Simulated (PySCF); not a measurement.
# H7NP2Si: electronic excitations at several levels of theory, part 1 of 2

How much do the electronic excitations of H7NP2Si (`N[SiH](P)P`) depend on the level of theory, and what does each level cost?

Computed with PySCF 2.14.0, with density-fitted response routines of our own, on a single molecule in the gas phase. Atoms are numbered from 0 throughout.

### 1 Starting geometry

11 atoms, charge 0, multiplicity 1; geometry from: GFN2-xTB. The atoms were then displaced at random by about 0.01 Å, so the start is not that level's minimum.

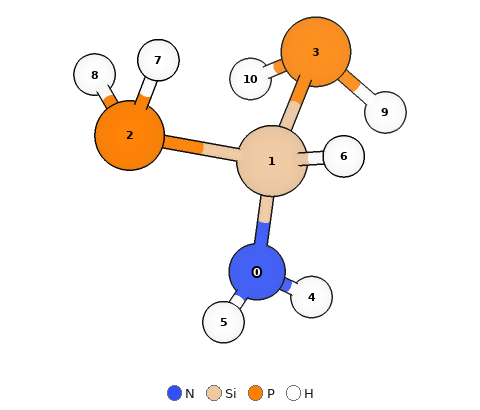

As it starts; nitrogen blue, silicon light orange, phosphorus orange, hydrogen white, atoms numbered.

### 2 Relaxing the molecule at PBE0-D3(BJ)/def2-SVP

Job settings and geometry (Å):

```
{"job": {"xc": "PBE0", "basis": "def2-SVP", "d3": "d3bj", "grid": 1, "shake": 0.01, "kind": "geom"}, "charge": 0, "multiplicity": 1}
N     -0.395990    -1.353940     0.858430
Si    -0.076540    -0.275770    -0.464910
P      2.152650    -0.088740    -0.403840
P     -1.188190     1.656950    -0.201900
H     -1.373320    -1.532360     1.099170
H      0.167440    -2.125740     1.014140
H     -0.440720    -0.774240    -1.799180
H      2.279330     0.495070    -1.652310
H      2.192810     1.151320     0.251020
H     -2.400010     1.005600     0.145440
H     -0.879360     1.816030     1.138280
```

Started as:

```sh
OMP_NUM_THREADS=1 python probes_run.py task.json out
```

One launch serves the whole session: the jobs run in the order shown.

What it wrote:

```text
step   0  E = -1030.39990900  max force = 0.040052
step   1  E = -1030.40543884  max force = 0.010332
step   2  E = -1030.40585466  max force = 0.002689
step   3  E = -1030.40590908  max force = 0.000630
step   4  E = -1030.40594825  max force = 0.001772
step   5  E = -1030.40599127  max force = 0.001910
step   6  E = -1030.40602800  max force = 0.001040
step   7  E = -1030.40605348  max force = 0.000261
step   8  E = -1030.40606302  max force = 0.000404
optimisation converged
```

Wall time 59 s (1 thread of Arm Neoverse N1, shared host); peak memory 0.44 GiB.

The steps of the relaxation:

```
step  energy from step 0 (eV)  largest force component (eV/Å)
   0                   0.0000                          2.0596
   1                  -0.1505                          0.5313
   2                  -0.1618                          0.1383
   3                  -0.1633                          0.0324
   4                  -0.1643                          0.0911
   5                  -0.1655                          0.0982
   6                  -0.1665                          0.0535
   7                  -0.1672                          0.0134
   8                  -0.1675                          0.0208
```

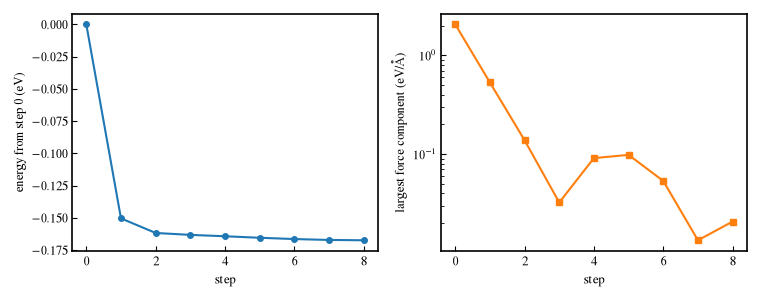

Energy and largest force along the relaxation.

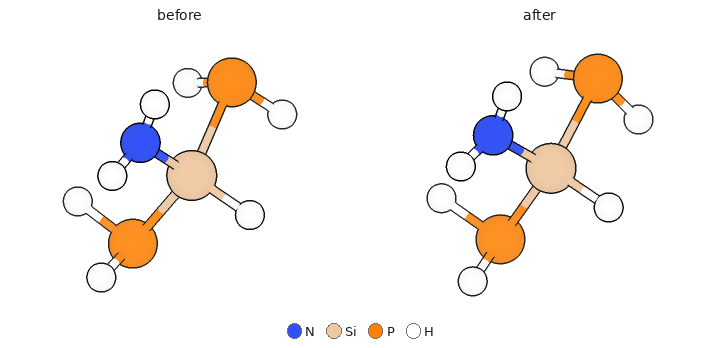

The geometry before (left) and after (right).

Distances of close pairs at the start and the end, largest changes first:

```
  bond  before (Å)  after (Å)  change (Å)
 N0–H5       0.968      1.016      +0.047
P3–H10       1.384      1.430      +0.045
 P2–H7       1.384      1.428      +0.044
Si1–H6       1.470      1.503      +0.033
 P2–H8       1.403      1.429      +0.026
Si1–P2       2.238      2.262      +0.024
Si1–P3       2.245      2.263      +0.018
 P3–H9       1.419      1.432      +0.013
```

The final coordinates are the input of the step that follows.

```
                         at the end point                value
  point group (found at 0.08 Å tolerance)                   C1
rotational constants (GHz, main isotopes)  4.094, 2.003, 1.481
                        dipole moment (D)                 2.00
```

### 3 TDDFT and polarisability: LDA/def2-SVPD

Job settings and geometry (Å):

```
{"job": {"kind": "uv", "xc": "LDA", "basis": "def2-SVPD", "ip": true}, "charge": 0, "multiplicity": 1}
N     -0.541974    -1.230811     0.997154
Si    -0.223179    -0.304593    -0.430528
P      2.025760    -0.081035    -0.524755
P     -1.279026     1.695223    -0.349712
H     -1.496619    -1.341563     1.321617
H      0.000163    -2.071624     1.172236
H     -0.628527    -0.919464    -1.740918
H      1.978814     0.731952    -1.698379
H      2.062662     1.030577     0.372103
H     -2.575440     1.120834    -0.149671
H     -1.031437     1.848363     1.049845
```

Level: TDDFT LDA/def2-SVPD, vertical, gas phase, core orbitals frozen in the response.

What it wrote:

```text
coarse grid: 10280 points
cycle   1  E = -1026.5129952920  dE =  4.341e-02  |g| = 4.953e-01  |ddm| = 3.945e+00
cycle   2  E = -1026.3375176228  dE =  1.755e-01  |g| = 9.871e-01  |ddm| = 1.923e+00
cycle   3  E = -1026.5685406018  dE = -2.310e-01  |g| = 1.141e-01  |ddm| = 1.214e+00
cycle   4  E = -1026.5724556176  dE = -3.915e-03  |g| = 4.139e-02  |ddm| = 2.613e-01
cycle   5  E = -1026.5730282516  dE = -5.726e-04  |g| = 9.285e-03  |ddm| = 8.559e-02
cycle   6  E = -1026.5730582064  dE = -2.995e-05  |g| = 3.039e-03  |ddm| = 1.972e-02
cycle   7  E = -1026.5730614320  dE = -3.226e-06  |g| = 9.397e-04  |ddm| = 6.587e-03
final grid: 84376 points
cycle   8  E = -1026.6928030816  dE = -1.674e-05  |g| = 2.821e-03  |ddm| = 5.084e-02
cycle   9  E = -1026.6927977789  dE =  5.303e-06  |g| = 5.312e-03  |ddm| = 1.011e-02
cycle  10  E = -1026.6928050245  dE = -7.246e-06  |g| = 5.820e-04  |ddm| = 7.038e-03
cycle  11  E = -1026.6928051074  dE = -8.294e-08  |g| = 2.113e-04  |ddm| = 1.225e-03
cycle  12  E = -1026.6928051249  dE = -1.748e-08  |g| = 3.918e-05  |ddm| = 4.371e-04
cycle  13  E = -1026.6928051255  dE = -5.525e-10  |g| = 1.088e-05  |ddm| = 8.353e-05
converged SCF energy = -1026.6928051255

Static polarisability (au): isotropic 98.087, principal 82.997 94.338 116.926

Singlet excitations
state   eV       nm        f      main configurations
  1   5.2849    234.6   0.00482   H->L 0.98
  2   5.5219    224.5   0.01039   H->L+1 0.78, H-1->L 0.15
  3   5.5707    222.6   0.01175   H-1->L 0.65, H-1->L+2 0.18, H->L+1 0.12
  4   5.6525    219.3   0.01705   H->L+2 0.88
  5   5.8168    213.1   0.01109   H-1->L+1 0.85
  6   5.8707    211.2   0.03010   H-1->L+2 0.46, H->L+3 0.17, H-2->L 0.12
  7   5.9855    207.1   0.01879   H->L+3 0.73
  8   6.0040    206.5   0.00375   H-2->L 0.80, H-1->L+3 0.09
  9   6.2154    199.5   0.01282   H->L+4 0.49, H-2->L+1 0.17, H-1->L+3 0.13
 10   6.2328    198.9   0.00046   H-2->L+1 0.66, H-1->L+3 0.10

Triplet excitations (Tamm-Dancoff, eV): 5.1214 5.1806 5.3387 5.4046
Vertical ionisation energy (delta-SCF) = 8.9433 eV
```

Wall time 1.7 min (1 thread of Arm Neoverse N1, shared host); peak memory 0.44 GiB.

The orbitals next to the gap, with their largest atomic shares:

```
orbital     eV                       atoms
 HOMO−3  -8.02  P2 25 %, Si1 24 %, N0 14 %
 HOMO−2  -6.82  P3 40 %, N0 20 %, Si1 10 %
 HOMO−1  -6.33  P2 51 %, P3 16 %, Si1 14 %
   HOMO  -6.16  N0 41 %, P3 22 %, Si1 13 %
   LUMO  -0.94  P2 24 %, Si1 23 %, P3 15 %
 LUMO+1  -0.70  P2 28 %, P3 19 %, Si1 18 %
 LUMO+2  -0.62  P3 33 %, Si1 15 %, P2 15 %
```

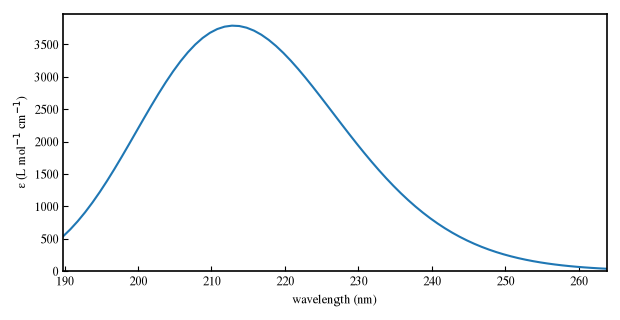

Absorption spectrum: each of the 10 states is a Gaussian band of 0.4 eV half-width at 1/e. Beyond the last state computed it falls off for lack of states.

Ground-state properties from the same run:

```
           property  computed
  dipole moment (D)      1.68
polarisability (Å³)     14.54
 HOMO–LUMO gap (eV)      5.22
      −ε(HOMO) (eV)      6.16
```

### 4 Ultraviolet spectrum: PBE/def2-SVPD

The job, as its differences from that of step 3:

```diff
@@ -1,2 +1,2 @@
-{"job": {"kind": "uv", "xc": "LDA", "basis": "def2-SVPD", "ip": true}, "charge": 0, "multiplicity": 1}
+{"job": {"kind": "uv", "xc": "PBE", "basis": "def2-SVPD", "ip": true}, "charge": 0, "multiplicity": 1}
 N     -0.541974    -1.230811     0.997154
```

Level: TDDFT PBE/def2-SVPD, vertical, gas phase, core orbitals frozen in the response.

What it wrote:

```text
coarse grid: 10280 points
cycle   1  E = -1030.1117728833  dE =  3.942e-02  |g| = 4.896e-01  |ddm| = 3.956e+00
cycle   2  E = -1029.9457708367  dE =  1.660e-01  |g| = 9.604e-01  |ddm| = 1.726e+00
cycle   3  E = -1030.1653777088  dE = -2.196e-01  |g| = 1.034e-01  |ddm| = 1.093e+00
cycle   4  E = -1030.1686975934  dE = -3.320e-03  |g| = 3.728e-02  |ddm| = 2.438e-01
cycle   5  E = -1030.1691750456  dE = -4.775e-04  |g| = 9.281e-03  |ddm| = 8.006e-02
cycle   6  E = -1030.1692059189  dE = -3.087e-05  |g| = 2.851e-03  |ddm| = 1.974e-02
cycle   7  E = -1030.1692087459  dE = -2.827e-06  |g| = 8.621e-04  |ddm| = 6.237e-03
final grid: 84376 points
cycle   8  E = -1030.3158526901  dE = -1.276e-05  |g| = 9.521e-03  |ddm| = 8.722e-02
cycle   9  E = -1030.3157822745  dE =  7.042e-05  |g| = 1.938e-02  |ddm| = 3.326e-02
cycle  10  E = -1030.3158742755  dE = -9.200e-05  |g| = 1.095e-03  |ddm| = 2.274e-02
cycle  11  E = -1030.3158746556  dE = -3.800e-07  |g| = 2.290e-04  |ddm| = 2.370e-03
cycle  12  E = -1030.3158746768  dE = -2.124e-08  |g| = 6.828e-05  |ddm| = 5.552e-04
cycle  13  E = -1030.3158746786  dE = -1.789e-09  |g| = 1.312e-05  |ddm| = 1.398e-04
cycle  14  E = -1030.3158746786  dE = -5.457e-11  |g| = 4.922e-06  |ddm| = 3.425e-05
converged SCF energy = -1030.3158746786

Static polarisability (au): isotropic 96.390, principal 81.410 92.816 114.943

Singlet excitations
state   eV       nm        f      main configurations
  1   5.3432    232.0   0.00463   H->L 0.99
  2   5.5692    222.6   0.00877   H->L+1 0.76, H->L+2 0.12, H-1->L 0.10
  3   5.6201    220.6   0.01131   H-1->L 0.68, H-1->L+2 0.21, H->L+1 0.08
  4   5.6616    219.0   0.01897   H->L+2 0.83, H->L+1 0.09
  5   5.8631    211.5   0.01076   H-1->L+1 0.88
  6   5.9097    209.8   0.03571   H-1->L+2 0.50, H->L+3 0.14, H-2->L 0.13
  7   6.0503    204.9   0.01838   H->L+3 0.73, H-2->L 0.09
  8   6.0725    204.2   0.00279   H-2->L 0.71, H-1->L+3 0.10
  9   6.2659    197.9   0.02271   H-2->L+1 0.28, H->L+4 0.19, H-1->L+3 0.18
 10   6.3001    196.8   0.00147   H-2->L+1 0.52, H->L+5 0.14, H-1->L+3 0.13

Triplet excitations (Tamm-Dancoff, eV): 5.0981 5.1554 5.2909 5.3670
Vertical ionisation energy (delta-SCF) = 8.8250 eV
```

It took 1.8 min on 1 thread of Arm Neoverse N1, shared host; peak memory 0.57 GiB.

In short: HOMO -6.06 eV, LUMO -0.77 eV; lowest singlet 5.34 eV.

### 5 Ultraviolet spectrum: B3LYP/def2-SVPD

The job, as its differences from that of step 4:

```diff
@@ -1,2 +1,2 @@
-{"job": {"kind": "uv", "xc": "PBE", "basis": "def2-SVPD", "ip": true}, "charge": 0, "multiplicity": 1}
+{"job": {"kind": "uv", "xc": "B3LYP", "basis": "def2-SVPD", "ip": true}, "charge": 0, "multiplicity": 1}
 N     -0.541974    -1.230811     0.997154
```

With the program's defaults for keys left out, this is: TDDFT B3LYP/def2-SVPD, vertical, gas phase, core orbitals frozen in the response.

What it wrote:

```text
coarse grid: 10280 points
cycle   1  E = -1030.7624702509  dE =  1.773e-02  |g| = 4.261e-01  |ddm| = 3.862e+00
cycle   2  E = -1030.7081635264  dE =  5.431e-02  |g| = 6.482e-01  |ddm| = 1.435e+00
cycle   3  E = -1030.8039601405  dE = -9.580e-02  |g| = 5.669e-02  |ddm| = 7.903e-01
cycle   4  E = -1030.8048696229  dE = -9.095e-04  |g| = 2.039e-02  |ddm| = 1.309e-01
cycle   5  E = -1030.8050133067  dE = -1.437e-04  |g| = 3.995e-03  |ddm| = 4.404e-02
cycle   6  E = -1030.8050184656  dE = -5.159e-06  |g| = 1.318e-03  |ddm| = 8.519e-03
final grid: 84376 points
cycle   7  E = -1030.9196618836  dE = -1.184e-05  |g| = 3.236e-03  |ddm| = 4.592e-02
cycle   8  E = -1030.9196586159  dE =  3.268e-06  |g| = 4.978e-03  |ddm| = 9.397e-03
cycle   9  E = -1030.9196644344  dE = -5.818e-06  |g| = 2.882e-04  |ddm| = 5.782e-03
cycle  10  E = -1030.9196644583  dE = -2.388e-08  |g| = 1.178e-04  |ddm| = 6.574e-04
cycle  11  E = -1030.9196644632  dE = -4.897e-09  |g| = 1.691e-05  |ddm| = 2.040e-04
cycle  12  E = -1030.9196644632  dE = -8.731e-11  |g| = 5.623e-06  |ddm| = 3.595e-05
converged SCF energy = -1030.9196644632

Static polarisability (au): isotropic 93.756, principal 79.823 90.047 111.399

Singlet excitations
state   eV       nm        f      main configurations
  1   5.9118    209.7   0.00934   H-1->L 0.57, H->L 0.35
  2   6.0285    205.7   0.01946   H->L 0.59, H-1->L 0.33
  3   6.1500    201.6   0.00687   H->L+2 0.62, H->L+1 0.18, H-1->L+1 0.08
  4   6.1943    200.2   0.01785   H-1->L+1 0.70, H->L+1 0.21
  5   6.3568    195.0   0.03390   H->L+1 0.46, H-1->L+2 0.24, H->L+2 0.09
  6   6.4749    191.5   0.07411   H-1->L+2 0.48, H->L+2 0.13, H->L+3 0.13
  7   6.5521    189.2   0.03941   H->L+3 0.36, H-1->L+3 0.34, H-2->L 0.20
  8   6.6669    186.0   0.01824   H-2->L 0.62, H->L+3 0.27
  9   6.8063    182.2   0.18240   H-1->L+3 0.46, H->L+3 0.16, H-1->L+2 0.12
 10   6.9523    178.3   0.10265   H-2->L+2 0.31, H-2->L+1 0.29, H->L+5 0.26

Triplet excitations (Tamm-Dancoff, eV): 5.3387 5.5096 5.5982 5.6378
Vertical ionisation energy (delta-SCF) = 9.0326 eV
```

Run time: 2.1 min. Hardware: 1 thread of Arm Neoverse N1, shared host; peak memory 0.72 GiB.

This run: HOMO -7.07 eV, LUMO -0.25 eV; lowest singlet 5.91 eV.

### 6 TDDFT and polarisability: PBE0/def2-SVPD

The job, as its differences from that of step 5:

```diff
@@ -1,2 +1,2 @@
-{"job": {"kind": "uv", "xc": "B3LYP", "basis": "def2-SVPD", "ip": true}, "charge": 0, "multiplicity": 1}
+{"job": {"kind": "uv", "xc": "PBE0", "basis": "def2-SVPD", "ip": true}, "charge": 0, "multiplicity": 1}
 N     -0.541974    -1.230811     0.997154
```

With the program's defaults for keys left out, this is: TDDFT PBE0/def2-SVPD, vertical, gas phase, core orbitals frozen in the response.

What it wrote:

```text
coarse grid: 10280 points
cycle   1  E = -1030.2702733918  dE =  3.263e-03  |g| = 3.755e-01  |ddm| = 3.805e+00
cycle   2  E = -1030.2424062408  dE =  2.787e-02  |g| = 5.184e-01  |ddm| = 1.195e+00
cycle   3  E = -1030.3031658886  dE = -6.076e-02  |g| = 4.630e-02  |ddm| = 6.189e-01
cycle   4  E = -1030.3037624290  dE = -5.965e-04  |g| = 1.575e-02  |ddm| = 1.024e-01
cycle   5  E = -1030.3038487622  dE = -8.633e-05  |g| = 3.010e-03  |ddm| = 3.578e-02
cycle   6  E = -1030.3038515983  dE = -2.836e-06  |g| = 1.008e-03  |ddm| = 6.747e-03
final grid: 84376 points
cycle   7  E = -1030.4146478994  dE = -1.504e-05  |g| = 5.530e-03  |ddm| = 6.594e-02
cycle   8  E = -1030.4146408791  dE =  7.020e-06  |g| = 7.917e-03  |ddm| = 1.612e-02
cycle   9  E = -1030.4146554062  dE = -1.453e-05  |g| = 5.663e-04  |ddm| = 9.089e-03
cycle  10  E = -1030.4146555042  dE = -9.808e-08  |g| = 7.306e-05  |ddm| = 1.273e-03
cycle  11  E = -1030.4146555059  dE = -1.667e-09  |g| = 3.537e-05  |ddm| = 2.109e-04
cycle  12  E = -1030.4146555064  dE = -4.520e-10  |g| = 6.683e-06  |ddm| = 7.409e-05
converged SCF energy = -1030.4146555064

Static polarisability (au): isotropic 93.075, principal 79.186 89.416 110.622

Singlet excitations
state   eV       nm        f      main configurations
  1   6.0941    203.4   0.00610   H-1->L 0.54, H->L 0.33
  2   6.2323    198.9   0.02709   H->L 0.60, H-1->L 0.25
  3   6.2647    197.9   0.00827   H->L+1 0.43, H->L+2 0.42
  4   6.3347    195.7   0.01373   H-1->L+1 0.60, H->L+1 0.17, H-1->L 0.11
  5   6.5212    190.1   0.03658   H->L+1 0.29, H-1->L+2 0.26, H->L+2 0.22
  6   6.6659    186.0   0.08728   H-1->L+2 0.43, H->L+2 0.15, H->L+3 0.11
  7   6.7263    184.3   0.04387   H->L+3 0.41, H-1->L+3 0.32, H-2->L 0.13
  8   6.8663    180.6   0.02907   H-2->L 0.60, H->L+3 0.25
  9   6.9649    178.0   0.20445   H-1->L+3 0.43, H->L+3 0.12, H-2->L 0.10
 10   7.1068    174.5   0.07001   H-2->L+1 0.49, H-2->L+2 0.22, H->L+5 0.16

Triplet excitations (Tamm-Dancoff, eV): 5.3540 5.5258 5.6059 5.6537
Vertical ionisation energy (delta-SCF) = 9.0844 eV
```

Run time: 2 min. Hardware: 1 thread of Arm Neoverse N1, shared host; peak memory 0.72 GiB.

This run: HOMO -7.29 eV, LUMO -0.01 eV; lowest singlet 6.09 eV.

### 7 Ultraviolet spectrum: BHandHLYP/def2-SVPD

The job, as its differences from that of step 6:

```diff
@@ -1,2 +1,2 @@
-{"job": {"kind": "uv", "xc": "PBE0", "basis": "def2-SVPD", "ip": true}, "charge": 0, "multiplicity": 1}
+{"job": {"kind": "uv", "xc": "BHandHLYP", "basis": "def2-SVPD", "ip": true}, "charge": 0, "multiplicity": 1}
 N     -0.541974    -1.230811     0.997154
```

Method: TDDFT BHandHLYP/def2-SVPD, vertical, gas phase, core orbitals frozen in the response.

What it wrote:

```text
coarse grid: 10280 points
cycle   1  E = -1030.7108839281  dE = -1.034e-02  |g| = 3.373e-01  |ddm| = 3.720e+00
cycle   2  E = -1030.7203560835  dE = -9.472e-03  |g| = 3.180e-01  |ddm| = 9.786e-01
cycle   3  E = -1030.7427942662  dE = -2.244e-02  |g| = 4.090e-02  |ddm| = 3.997e-01
cycle   4  E = -1030.7432526031  dE = -4.583e-04  |g| = 1.289e-02  |ddm| = 8.906e-02
cycle   5  E = -1030.7433155099  dE = -6.291e-05  |g| = 3.028e-03  |ddm| = 3.104e-02
cycle   6  E = -1030.7433189459  dE = -3.436e-06  |g| = 6.925e-04  |ddm| = 7.511e-03
final grid: 84376 points
cycle   7  E = -1030.8165566037  dE = -5.091e-06  |g| = 1.524e-03  |ddm| = 2.532e-02
cycle   8  E = -1030.8165566244  dE = -2.069e-08  |g| = 1.619e-03  |ddm| = 4.277e-03
cycle   9  E = -1030.8165571994  dE = -5.750e-07  |g| = 1.011e-04  |ddm| = 1.809e-03
cycle  10  E = -1030.8165572031  dE = -3.640e-09  |g| = 6.031e-05  |ddm| = 3.512e-04
cycle  11  E = -1030.8165572044  dE = -1.303e-09  |g| = 9.484e-06  |ddm| = 1.277e-04
cycle  12  E = -1030.8165572044  dE = -3.956e-11  |g| = 2.649e-06  |ddm| = 2.224e-05
converged SCF energy = -1030.8165572044

Static polarisability (au): isotropic 90.517, principal 77.633 86.795 107.122

Singlet excitations
state   eV       nm        f      main configurations
  1   6.4997    190.8   0.01841   H->L+1 0.29, H-1->L 0.26
  2   6.5521    189.2   0.02370   H->L 0.48, H->L+2 0.16, H-1->L+2 0.10
  3   6.5855    188.3   0.02928   H->L 0.33, H->L+2 0.24, H-1->L+1 0.15
  4   6.6364    186.8   0.00902   H-1->L 0.47, H->L+1 0.31
  5   6.9660    178.0   0.03161   H-2->L 0.24, H-1->L+3 0.19, H-1->L+1 0.15
  6   7.1648    173.0   0.20926   H->L+3 0.29, H-1->L+1 0.24, H-1->L+3 0.20
  7   7.2268    171.6   0.20510   H-1->L+2 0.35, H->L+2 0.33, H->L+3 0.09
  8   7.2643    170.7   0.16771   H->L+4 0.31, H->L+3 0.22, H->L+1 0.12
  9   7.5370    164.5   0.05101   H-2->L 0.33, H-1->L+3 0.27, H-1->L+1 0.11
 10   7.6999    161.0   0.06499   H-2->L+1 0.29, H->L+4 0.14, H-1->L+3 0.11

Triplet excitations (Tamm-Dancoff, eV): 5.5420 5.6879 5.7456 5.8009
Vertical ionisation energy (delta-SCF) = 9.2018 eV
```

It took 2.1 min on 1 thread of Arm Neoverse N1, shared host; peak memory 0.72 GiB.

Key values: HOMO -8.22 eV, LUMO 0.64 eV; lowest singlet 6.50 eV.

### 8 TDDFT and polarisability: CAM-B3LYP/def2-SVPD

The job, as its differences from that of step 7:

```diff
@@ -1,2 +1,2 @@
-{"job": {"kind": "uv", "xc": "BHandHLYP", "basis": "def2-SVPD", "ip": true}, "charge": 0, "multiplicity": 1}
+{"job": {"kind": "uv", "xc": "CAM-B3LYP", "basis": "def2-SVPD", "ip": true}, "charge": 0, "multiplicity": 1}
 N     -0.541974    -1.230811     0.997154
```

Method: TDDFT CAM-B3LYP/def2-SVPD, vertical, gas phase, core orbitals frozen in the response.

What it wrote:

```text
coarse grid: 10280 points
cycle   1  E = -1030.6905224177  dE = -1.394e-02  |g| = 3.753e-01  |ddm| = 3.765e+00
cycle   2  E = -1030.6928245932  dE = -2.302e-03  |g| = 4.036e-01  |ddm| = 1.122e+00
cycle   3  E = -1030.7280914997  dE = -3.527e-02  |g| = 4.122e-02  |ddm| = 4.728e-01
cycle   4  E = -1030.7285726770  dE = -4.812e-04  |g| = 1.458e-02  |ddm| = 9.656e-02
cycle   5  E = -1030.7286518165  dE = -7.914e-05  |g| = 3.561e-03  |ddm| = 3.537e-02
cycle   6  E = -1030.7286568022  dE = -4.986e-06  |g| = 7.955e-04  |ddm| = 9.624e-03
final grid: 84376 points
cycle   7  E = -1030.8449531438  dE = -7.901e-06  |g| = 2.160e-03  |ddm| = 2.485e-02
cycle   8  E = -1030.8449528590  dE =  2.848e-07  |g| = 2.550e-03  |ddm| = 5.529e-03
cycle   9  E = -1030.8449542380  dE = -1.379e-06  |g| = 1.194e-04  |ddm| = 2.698e-03
cycle  10  E = -1030.8449542430  dE = -4.957e-09  |g| = 7.460e-05  |ddm| = 3.978e-04
cycle  11  E = -1030.8449542450  dE = -2.022e-09  |g| = 9.081e-06  |ddm| = 1.656e-04
cycle  12  E = -1030.8449542451  dE = -5.457e-11  |g| = 2.685e-06  |ddm| = 2.684e-05
converged SCF energy = -1030.8449542451

Static polarisability (au): isotropic 92.034, principal 78.952 88.372 108.776

Singlet excitations
state   eV       nm        f      main configurations
  1   6.3095    196.5   0.00813   H-1->L 0.62, H-1->L+1 0.09
  2   6.4320    192.8   0.02129   H->L 0.45, H->L+2 0.16, H-1->L+2 0.10
  3   6.4454    192.4   0.03610   H->L+2 0.32, H->L 0.24, H->L+1 0.14
  4   6.4804    191.3   0.00385   H->L+1 0.36, H-1->L+1 0.18, H->L 0.16
  5   6.7923    182.5   0.03298   H-2->L 0.22, H-1->L+1 0.18, H-1->L+3 0.17
  6   6.9726    177.8   0.12991   H-1->L+1 0.24, H-1->L+3 0.22, H->L+3 0.22
  7   7.0677    175.4   0.14160   H-1->L+2 0.36, H->L+2 0.25, H->L+3 0.13
  8   7.1111    174.4   0.22527   H->L+4 0.29, H->L+3 0.25
  9   7.3207    169.4   0.03979   H-2->L 0.33, H-1->L+3 0.28
 10   7.4746    165.9   0.05295   H-2->L+1 0.27, H-2->L+2 0.14, H->L+5 0.12

Triplet excitations (Tamm-Dancoff, eV): 5.5020 5.6507 5.7059 5.7535
Vertical ionisation energy (delta-SCF) = 9.2961 eV
```

It took 2.2 min on 1 thread of Arm Neoverse N1, shared host; peak memory 0.76 GiB.

In short: HOMO -8.52 eV, LUMO 0.78 eV; lowest singlet 6.31 eV.

(Continued in part 2 of 2.)
